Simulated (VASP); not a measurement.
Band structure of Zn (hcp). Calculation: AM05 GGA, VASP's PBE PAW potentials (set 64) (plane waves; VASP).

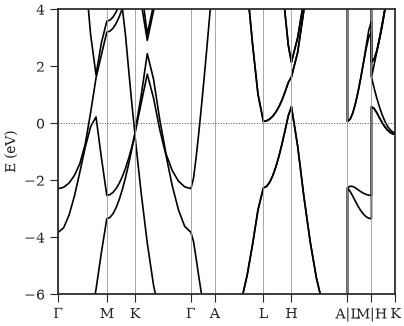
Figure: Bands along high-symmetry lines, zero at the valence-band maximum or, without a gap, the Fermi level

Task: Read the plot: is there a gap, and where are the band edges?

Result: It has no gap at this level: it comes out as a metal or semimetal. (Edges off the drawn lines would not show.)

The compound is Zn in the hcp structure. It was relaxed first, which changed the volume by -7 %.
